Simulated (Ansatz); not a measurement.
```
Ti C
1.0
     4.72980    0.00000    0.00000
     0.00000    4.26102    0.00000
     0.00000    0.00000   11.18140
Ti C
4 12
Direct
  0.75000 0.00000 0.91149
  0.75000 0.50000 0.08852
  0.25000 0.00000 0.08851
  0.25000 0.50000 0.91148
  0.00000 0.16545 0.50000
  0.75000 0.33455 0.49981
  0.50000 0.16545 0.50000
  0.25000 0.33455 0.50019
  0.00000 0.83455 0.50000
  0.75000 0.66545 0.49981
  0.25000 0.66545 0.50019
  0.50000 0.83455 0.50000
  0.75000 0.50000 0.90706
  0.75000 0.00000 0.09294
  0.25000 0.50000 0.09294
  0.25000 0.00000 0.90706
```

Space group Pmma; a generated structure, not necessarily the stable one; changed on purpose from its base cell (volume × 1.06, shape and atoms relaxed); computed without spin polarisation.

Theory: DFT PBE, scalar-relativistic, plane waves, PAW in Ansatz.

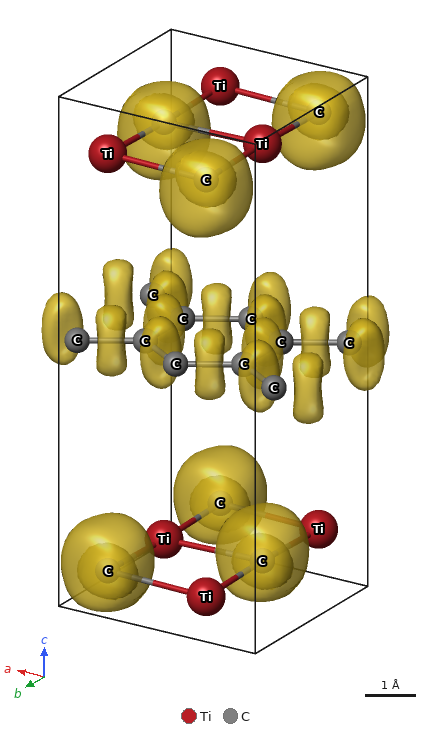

TiC3. Isosurface of the ELF at 0.75 (yellow), seen at an oblique angle. Only the valence region is drawn (cores and ρ < 0.01 e/Å³ removed). Sticks mark near contacts.

**Describe the localisation domains.**

The ELF exceeds this value in twelve regions between bonded C–C atoms (shared pairs) and four regions wrapped around C (the valence shell of each), counted in one cell of 16 atoms. Regions shared between cells count once.

Values along the shortest contacts:
C–C (1.38 Å): the ELF peaks at about 0.95 between the atoms, as expected for a covalent bond. Ti–C (2.03 Å): the ELF peaks at about 0.80 in the valence shell of C, 0.7 Å from its nucleus, and is about 0.35 at the midpoint.
